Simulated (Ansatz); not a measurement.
# AsH₂Si (charge +1): what the fields show

The calculation's input:

```
crystal:
  periodic: [false, false, false]
  atoms:
    - symbol: As
      position_ang: [-0.741394, 1.370582, 0.104006]
    - symbol: Si
      position_ang: [0.169813, -0.505541, 0.294157]
    - symbol: H
      position_ang: [0.761747, -1.780875, 0.768116]
    - symbol: H
      position_ang: [-0.461687, 0.572763, 1.536892]
basis:
  gaussian:
    orbitals: def2-TZVPD
total_charge: 1
hamiltonian:
  xc: {name: PBE0}
output: {forces: true, orbitals: {seedname: orbitals}}
magnetization:
  spin_polarized: false
```

Command:

```sh
ansatz run input.yaml --threads 1 --pin off --max-ram 2610MiB --events-out events.jsonl --progress --plain --runs-dir runs
```

Geometry: PBE0-D4/def2-TZVP.

Level of theory: isolated molecule in a Gaussian basis; Kohn-Sham density functional theory, functional PBE0 in Ansatz.

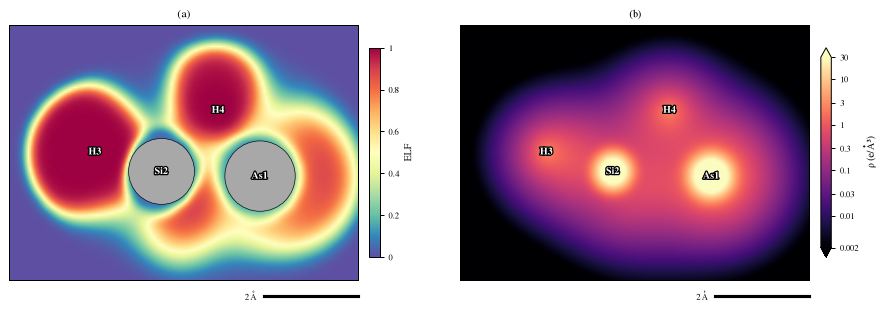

Figure 1. (a) electron localisation function; (b) electron density on the molecular plane. Grey discs cover the atomic cores in the ELF map.

> What do the fields say about this system?

- Atoms in the plane: As, Si and H.
- Si–As (2.09 Å): ρ at the midpoint is about 0.74 e/Å³; the ELF peaks at about 0.65 between the atoms.
- Si–H (1.48 Å): ρ is about 0.86 e/Å³ halfway; the ELF climbs to about 1 towards the hydrogen, as it does in any bond to H.
- As–H (1.66 Å): ρ is about 0.8 e/Å³ halfway; the ELF climbs to about 1 towards the hydrogen.
- The ELF also peaks beside As1, away from the bonds: lone-pair regions.

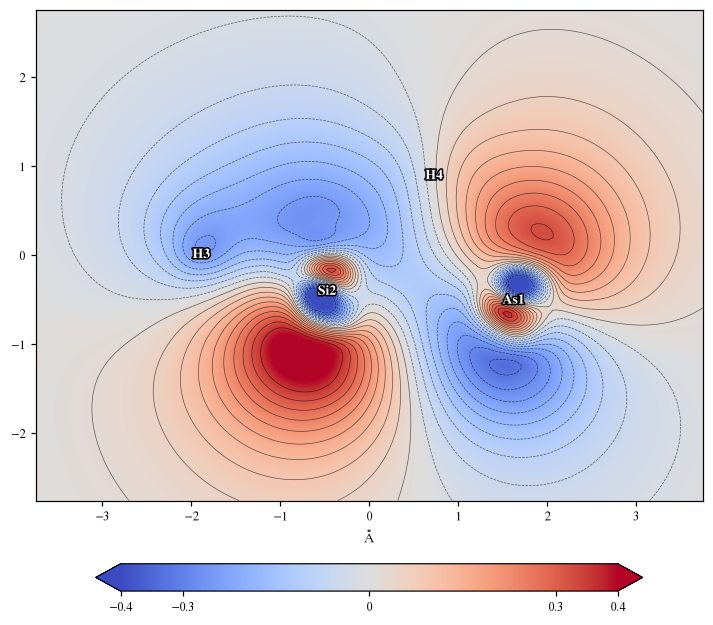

Figure 2. The LUMO on the molecular plane (values in Å⁻³ᐟ²; the overall sign is arbitrary).

> What is the character of this orbital?

By Hirshfeld shares it lies mainly on Si2 (about 55 %), As1 (about 35 %) and H3 (about 5 %); it is symmetric in the molecular plane (an in-plane orbital: σ, lone-pair or in-plane π type). Its energy is −8.63 eV.

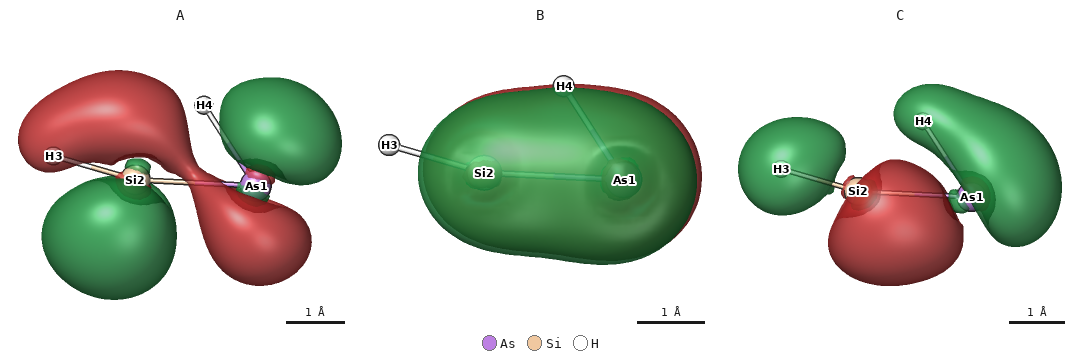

Figure 3. Three frontier orbitals at ±0.1 Å⁻³ᐟ² (green and red are the two phases), in no order.

> Which picture is the HOMO−1, the HOMO and the LUMO?

C is the HOMO−1 (−15.17 eV). It lies mainly on As1 (about 50 %), Si2 (about 35 %) and H3 (about 10 %); it is symmetric in the molecular plane (an in-plane orbital: σ, lone-pair or in-plane π type). B is the HOMO (−13.16 eV). By Hirshfeld shares it lies mainly on As1 (about 60 %) and Si2 (about 40 %); it changes sign across the molecular plane (π type); π-bonding across As1–Si2. A is the LUMO (−8.63 eV). By Hirshfeld shares it lies mainly on Si2 (about 55 %), As1 (about 35 %) and H3 (about 5 %); it is symmetric in the molecular plane (an in-plane orbital: σ, lone-pair or in-plane π type).

> What is the HOMO–LUMO gap?

4.53 eV between the orbital energies.
